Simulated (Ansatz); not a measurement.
# CHSi₂ (quartet): from Hartree-Fock to the top rungs, cc-pVTZ

Aim: climb from Hartree-Fock through coupled cluster for CHSi₂ (quartet) at one geometry and basis, and see what each rung misses.

Computed with Ansatz 0.2.0, Gaussian basis. Level: cc-pVTZ, core rule «outside noble gas», up to 11 orbitals frozen.

Plan: UHF; CCSD(T) on ROHF; CCSD(T) on UHF; BCCD(T) on ROHF; CCSDT(Q) on ROHF; CCSDT(Q) on UHF.

3 further runs of the same task are left out: 3 set aside as unsound or not needed.

### Step 1. The geometry

The geometry is a PBE0/def2-TZVP stationary point (not a proven minimum).

4 atoms, charge 0, spin multiplicity 4.

Atoms are counted from 1 here; the program's logs count them from 0.

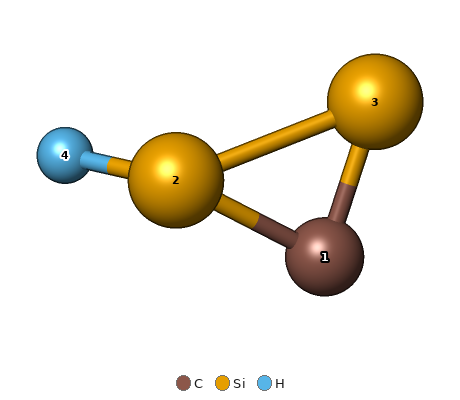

The structure; carbon brown, silicon amber, hydrogen blue; atoms are numbered from 1 in the order of the file.

In the tables R marks a restricted open-shell determinant and U an unrestricted one; energies count from the table's Hartree-Fock row.

### Step 2. UHF

The input, in.yaml:

```yaml
crystal:
  periodic: [false, false, false]
  atoms:
    - {symbol: C, position_ang: [-0.061244, -1.147988, -0.219952]}
    - {symbol: Si, position_ang: [0.099301, 0.160438, 1.164819]}
    - {symbol: Si, position_ang: [-0.033008, 0.314343, -1.142833]}
    - {symbol: H, position_ang: [-1.117401, 0.450106, 2.008353]}
basis:
  gaussian: {orbitals: cc-pVTZ}
magnetization: {spin_polarized: true, initial_magnetization: 3}
hamiltonian: {xc: hf}
output: {orbitals: {seedname: orbitals}}
```

Launch:

```console
$ ansatz run in.yaml --threads 1 --pin off --events-out ev --progress --plain --max-ram 4096MiB --backend cpu
```

Output:

```text
Functional definition: HF
  name "HF"
  cite "Fock, Z. Phys. 61, 126 (1930) doi:10.1007/BF01340294"
  parent pbe
  exchange = exact_x
  correlation = 0
987 factors; their error is unknown
mean field evaluation 1: about -16762.7998 eV, gradient 1.8e1 eV
mean field evaluation 2: about -16763.8469 eV, gradient 1.5e1 eV
mean field evaluation 4: about -16765.5758 eV, gradient 1.4e0 eV
mean field evaluation 8: about -16765.7767 eV, gradient 3.9e-1 eV
mean field evaluation 16: about -16766.1930 eV, gradient 2.1e-3 eV
mean field evaluation 32: about -16766.1289 eV, gradient 2.9e-1 eV
mean field evaluation 64: about -16766.1857 eV, gradient 1.3e-1 eV
mean field evaluation 96: about -16765.7971 eV, gradient 5.0e-1 eV
mean field evaluation 128: about -16766.1917 eV, gradient 2.9e-2 eV
mean field -16766.19295538 eV, -616.1462265764 hartree, gradient 9.1e-6 eV, S^2 4.042702; 3 other end points of the search recorded, 0 dependent functions left out
reference -16766.19295538 eV, -616.1462265764 hartree; 19, 16 occupied and 93, 96 virtual orbitals, 987 factors
Total energy: -16766.19295538 eV, -616.1462265764 hartree
```

It took 7.5 s on 1 thread of AMD EPYC 7R13, shared host; peak memory 0.32 GiB.

From the report: ⟨S²⟩ of the determinant 4.043 (pure quartet: 3.75).

### Step 3. CCSD(T) on ROHF

Edit in.yaml of step 2 so:

```diff
@@ -9,4 +9,3 @@
   gaussian: {orbitals: cc-pVTZ}
-magnetization: {spin_polarized: true, initial_magnetization: 3}
-hamiltonian: {xc: hf}
-output: {orbitals: {seedname: orbitals}}
+magnetization: {spin_polarized: false, initial_magnetization: 3}
+correlation: {method: ccsd_t, electrons: outside_noble_gas}
```

Launch:

```console
$ ansatz run in.yaml --threads 2 --pin off --events-out ev --progress --plain --max-ram 24576MiB --backend cuda --devices 0, --max-vram 18GiB
```

Output (excerpt; [...] marks lines left out):

```text
Functional definition: HF
  name "HF"
  cite "Fock, Z. Phys. 61, 126 (1930) doi:10.1007/BF01340294"
  parent pbe
[...]
674 factors; integrals over basis functions are off by at most 7.8e-4 eV
[...]
mean field -16765.65638871 eV, -616.1265081151 hartree, gradient 7.0e-6 eV, S^2 3.750000; 10 other end points of the search recorded, 0 dependent functions left out
[...]
determinant -16765.65638871 eV, -616.1265081151 hartree, with singles and doubles -16775.68402140 eV, -616.4950168194 hartree
determinant -16765.43639972 eV, -616.1184236689 hartree, with singles and doubles -16775.01101432 eV, -616.4702842654 hartree
determinant -16762.38651701 eV, -616.0063425465 hartree, with singles and doubles -16772.91393652 eV, -616.3932180779 hartree
11 core orbitals not correlated: weight in the atoms' cores, before any rotation towards them, 1.000 or more for the frozen orbitals, at most 0.000 for the correlated occupied ones
reference -16765.65638871 eV, -616.1265081151 hartree; 8, 5 occupied and 93, 96 virtual orbitals, 674 factors
second order -9.07897463 eV of doubles, -0.19662380 eV of singles
cycle   1  -9.86584402 eV  change   -5.3e-1 eV  update   2.5e-2
[...]
cycle  15  -9.90853065 eV  change   -3.5e-6 eV  update   9.1e-6
perturbative correction -0.70541266 eV, -0.0259234372 hartree
Total energy: -16776.27033202 eV, -616.5165633373 hartree
```

Run time: 14 s. Hardware: 1 × H100 (card shared with other runs) with 2 threads of AMD EPYC 7R13, shared host; peak host memory 0.79 GiB.

From the report: correlation -10.6139 eV; T1 0.050; largest double amplitude 0.05.

### Step 4. CCSD(T) on UHF

Edit in.yaml of step 3 so:

```diff
@@ -9,3 +9,3 @@
   gaussian: {orbitals: cc-pVTZ}
-magnetization: {spin_polarized: false, initial_magnetization: 3}
+magnetization: {spin_polarized: true, initial_magnetization: 3}
 correlation: {method: ccsd_t, electrons: outside_noble_gas}
```

Launched as before.

Output (excerpt; [...] marks lines left out):

```text
Functional definition: HF
  name "HF"
  cite "Fock, Z. Phys. 61, 126 (1930) doi:10.1007/BF01340294"
  parent pbe
[...]
674 factors; integrals over basis functions are off by at most 7.8e-4 eV
[...]
mean field -16766.19352959 eV, -616.1462476783 hartree, gradient 2.9e-6 eV, S^2 4.042700; 11 other end points of the search recorded, 0 dependent functions left out
determinant -16766.19352959 eV, -616.1462476783 hartree, with singles and doubles -16775.64120948 eV, -616.4934435105 hartree
determinant -16765.73210508 eV, -616.1292906404 hartree, with singles and doubles -16775.00652367 eV, -616.4701192370 hartree
determinant -16764.64811718 eV, -616.0894548198 hartree, with singles and doubles -16773.51092797 eV, -616.4151571088 hartree
determinant -16764.64184087 eV, -616.0892241698 hartree, with singles and doubles -16773.53162480 eV, -616.4159177035 hartree
determinant -16764.54933597 eV, -616.0858246771 hartree, with singles and doubles -16773.52607663 eV, -616.4157138118 hartree
determinant -16763.86844105 eV, -616.0608022506 hartree, with singles and doubles -16773.28895313 eV, -616.4069996838 hartree
11 core orbitals not correlated: weight in the atoms' cores, before any rotation towards them, 1.000 or more for the frozen orbitals, at most 0.000 for the correlated occupied ones
reference -16766.19352959 eV, -616.1462476783 hartree; 8, 5 occupied and 93, 96 virtual orbitals, 674 factors
second order -8.23219313 eV of doubles, -0.00000000 eV of singles
cycle   1  -9.32700606 eV  change   -5.4e-1 eV  update   2.7e-2
[...]
cycle  16  -9.38714806 eV  change    6.1e-6 eV  update   6.0e-6
perturbative correction -0.65698895 eV, -0.0241438986 hartree
Total energy: -16776.23766660 eV, -616.5153629052 hartree
```

It took 16 s on 1 × H100 (card shared with other runs) with 2 threads of AMD EPYC 7R13, shared host; peak host memory 0.8 GiB.

From the report: ⟨S²⟩ of the determinant 4.043 (pure quartet: 3.75); correlation -10.0441 eV; T1 0.067; largest double amplitude 0.05.

### Step 5. BCCD(T) on ROHF

Edit in.yaml of step 4 so:

```diff
@@ -9,3 +9,3 @@
   gaussian: {orbitals: cc-pVTZ}
-magnetization: {spin_polarized: true, initial_magnetization: 3}
-correlation: {method: ccsd_t, electrons: outside_noble_gas}
+magnetization: {spin_polarized: false, initial_magnetization: 3}
+correlation: {method: bccd_t, electrons: outside_noble_gas}
```

The command is unchanged.

Output (excerpt; [...] marks lines left out):

```text
Functional definition: HF
  name "HF"
  cite "Fock, Z. Phys. 61, 126 (1930) doi:10.1007/BF01340294"
  parent pbe
[...]
674 factors; integrals over basis functions are off by at most 7.8e-4 eV
[...]
mean field -16765.65638871 eV, -616.1265081151 hartree, gradient 7.0e-6 eV, S^2 3.750000; 10 other end points of the search recorded, 0 dependent functions left out
[...]
determinant -16765.65638871 eV, -616.1265081151 hartree, with singles and doubles -16775.68402140 eV, -616.4950168194 hartree
determinant -16765.43639972 eV, -616.1184236689 hartree, with singles and doubles -16775.01101432 eV, -616.4702842654 hartree
determinant -16762.38651701 eV, -616.0063425465 hartree, with singles and doubles -16772.91393652 eV, -616.3932180779 hartree
11 core orbitals not correlated: weight in the atoms' cores, before any rotation towards them, 1.000 or more for the frozen orbitals, at most 0.000 for the correlated occupied ones
reference -16765.65638871 eV, -616.1265081151 hartree; 8, 5 occupied and 93, 96 virtual orbitals, 674 factors
second order -9.07897463 eV of doubles, -0.19662380 eV of singles
cycle   1  -9.84420572 eV  change   -5.0e-1 eV  update   3.2e-2
[...]
cycle  17  -9.88475892 eV  change   -7.0e-6 eV  update   1.1e-5
perturbative correction -0.73291418 eV, -0.0269340995 hartree
Total energy: -16776.27406182 eV, -616.5167004049 hartree
```

It took 15 s on 1 × H100 (card shared with other runs) with 2 threads of AMD EPYC 7R13, shared host; peak host memory 0.81 GiB.

From the report: correlation -10.6177 eV; largest double amplitude 0.05.

### Step 6. CCSDT(Q) on ROHF

Edit in.yaml of step 5 so:

```diff
@@ -10,2 +10,2 @@
 magnetization: {spin_polarized: false, initial_magnetization: 3}
-correlation: {method: bccd_t, electrons: outside_noble_gas}
+correlation: {method: ccsdt_q, electrons: outside_noble_gas}
```

Same command.

Output (excerpt; [...] marks lines left out):

```text
Functional definition: HF
  name "HF"
  cite "Fock, Z. Phys. 61, 126 (1930) doi:10.1007/BF01340294"
  parent pbe
[...]
1437 factors; integrals over basis functions are off by at most 1.3e-7 eV
[...]
mean field -16765.65640471 eV, -616.1265087032 hartree, gradient 6.9e-6 eV, S^2 3.750000; 10 other end points of the search recorded, 0 dependent functions left out
[...]
determinant -16765.65640471 eV, -616.1265087032 hartree, with singles and doubles -16775.68405233 eV, -616.4950179562 hartree
determinant -16765.43641586 eV, -616.1184242620 hartree, with singles and doubles -16775.01104663 eV, -616.4702854529 hartree
determinant -16762.38654060 eV, -616.0063434132 hartree, with singles and doubles -16772.91397046 eV, -616.3932193249 hartree
11 core orbitals not correlated: weight in the atoms' cores, before any rotation towards them, 1.000 or more for the frozen orbitals, at most 0.000 for the correlated occupied ones
reference -16765.65640471 eV, -616.1265087032 hartree; 8, 5 occupied and 93, 96 virtual orbitals, 1437 factors
second order -9.07899818 eV of doubles, -0.19662400 eV of singles
cycle   1  -9.35717955 eV  change   -7.6e-2 eV  update   1.4e-1
[...]
cycle  27  -10.64255030 eV  change   -9.1e-7 eV  update   1.0e-6
perturbative correction -0.07450431 eV, -0.0027379827 hartree
Total energy: -16776.37345932 eV, -616.5203531958 hartree
```

It took 61 s on 1 × H100 (card shared with other runs) with 2 threads of AMD EPYC 7R13, shared host; peak host memory 1.4 GiB.

From the report: correlation -10.7171 eV; T1 0.054; largest double amplitude 0.06.

### Step 7. CCSDT(Q) on UHF

Edit in.yaml of step 6 so:

```diff
@@ -9,3 +9,3 @@
   gaussian: {orbitals: cc-pVTZ}
-magnetization: {spin_polarized: false, initial_magnetization: 3}
+magnetization: {spin_polarized: true, initial_magnetization: 3}
 correlation: {method: ccsdt_q, electrons: outside_noble_gas}
```

Launched as before.

Output (excerpt; [...] marks lines left out):

```text
Functional definition: HF
  name "HF"
  cite "Fock, Z. Phys. 61, 126 (1930) doi:10.1007/BF01340294"
  parent pbe
[...]
1437 factors; integrals over basis functions are off by at most 1.3e-7 eV
[...]
mean field -16766.19354749 eV, -616.1462483361 hartree, gradient 2.8e-6 eV, S^2 4.042702; 11 other end points of the search recorded, 0 dependent functions left out
determinant -16766.19354749 eV, -616.1462483361 hartree, with singles and doubles -16775.64123863 eV, -616.4934445816 hartree
determinant -16765.73212188 eV, -616.1292912577 hartree, with singles and doubles -16775.00655450 eV, -616.4701203700 hartree
determinant -16764.64814099 eV, -616.0894556947 hartree, with singles and doubles -16773.51095990 eV, -616.4151582821 hartree
determinant -16764.64186452 eV, -616.0892250386 hartree, with singles and doubles -16773.53165879 eV, -616.4159189524 hartree
determinant -16764.54935792 eV, -616.0858254839 hartree, with singles and doubles -16773.52610985 eV, -616.4157150325 hartree
determinant -16763.86845872 eV, -616.0608028999 hartree, with singles and doubles -16773.28898345 eV, -616.4070007982 hartree
11 core orbitals not correlated: weight in the atoms' cores, before any rotation towards them, 1.000 or more for the frozen orbitals, at most 0.000 for the correlated occupied ones
reference -16766.19354749 eV, -616.1462483361 hartree; 8, 5 occupied and 93, 96 virtual orbitals, 1437 factors
second order -8.23221065 eV of doubles, -0.00000000 eV of singles
cycle   1  -8.66756784 eV  change   -4.4e-1 eV  update   1.4e-1
[...]
cycle  28  -10.11123258 eV  change    9.9e-7 eV  update   7.3e-7
perturbative correction -0.07789854 eV, -0.0028627184 hartree
Total energy: -16776.38267861 eV, -616.5206919982 hartree
```

Run time: 49 s. Hardware: 1 × H100 (card shared with other runs) with 2 threads of AMD EPYC 7R13, shared host; peak host memory 1.2 GiB.

From the report: ⟨S²⟩ of the determinant 4.043 (pure quartet: 3.75); correlation -10.1891 eV; T1 0.078; largest double amplitude 0.07.

### Step 8. Misses and costs

No level here is safe as a reference; RCCSDT(Q) serves as a yardstick only. Rows without a time come out of other runs: HF, MP2 and CCSD of CCSD(T), CCSDT of CCSDT(Q).

Differences are taken before rounding.

```
   method  energy from the lowest ROHF (kcal/mol)  from RCCSDT(Q) (kcal/mol)  time
      ROHF                                   0.00                    +247.14      
      UHF                                 -12.39                    +234.75      
     RMP2                                -213.90                     +33.24      
     UMP2                                -202.23                     +44.92      
    RCCSD                                -228.50                     +18.65      
    UCCSD                                -228.86                     +18.28      
 RCCSD(T)                                -244.76                      +2.38  14 s
 UCCSD(T)                                -244.01                      +3.13  16 s
  BCCD(T)                                -244.85                      +2.29  15 s
   RCCSDT                                -245.42                      +1.72      
   UCCSDT                                -245.56                      +1.58      
RCCSDT(Q)                                -247.14                          0  61 s
UCCSDT(Q)                                -247.35                      -0.21  49 s
```

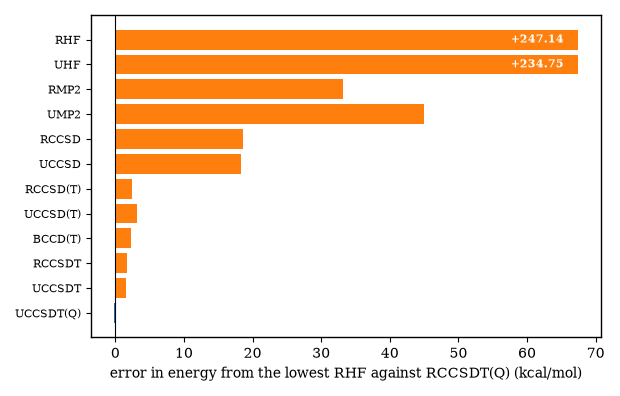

Error of each method against RCCSDT(Q). Bars with a number in them are cut short.

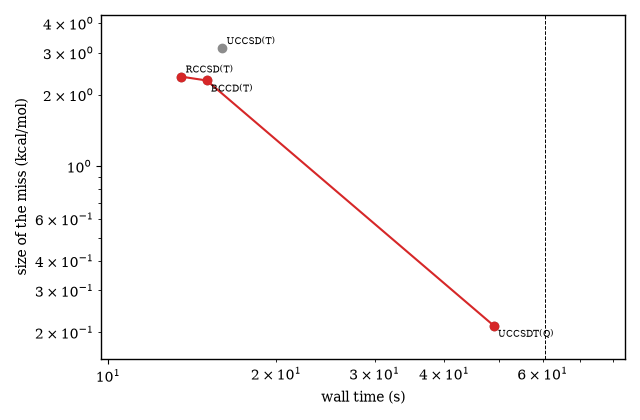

Miss against cost. Red marks the levels that no quicker level drawn beats (of those quicker than the yardstick), and the dashed line is the time of RCCSDT(Q). Times are from a shared host.

With the free atoms at the same levels and basis (separate runs), the atomisation energy is 10.112 eV at RCCSDT(Q), 10.066 eV at RCCSD(T), 10.029 eV at UCCSD(T), 6.413 eV at ROHF.

### Step 9. Outcome

| quantity | value |
| --- | --- |
| RCCSDT(Q) from the ROHF energy | -10.7171 eV |
| RMP2 from RCCSDT(Q) | +33.24 kcal/mol |
| UMP2 from RCCSDT(Q) | +44.92 kcal/mol |
| RCCSD from RCCSDT(Q) | +18.65 kcal/mol |
| RCCSD(T) from RCCSDT(Q) | +2.38 kcal/mol |
| UCCSD(T) from RCCSDT(Q) | +3.13 kcal/mol |
| UCCSDT(Q) from RCCSDT(Q) | -0.21 kcal/mol |
| T1 diagnostic | 0.050 |

In words: RCCSD(T) misses by +2.38 kcal/mol, 1.0 % of the correlation energy. CCSD(T) misses by +2.38 kcal/mol on the restricted determinant and by +3.13 kcal/mol on the unrestricted one; the two need not hold the same state or core. Warnings: spin contamination; large T1 diagnostic.
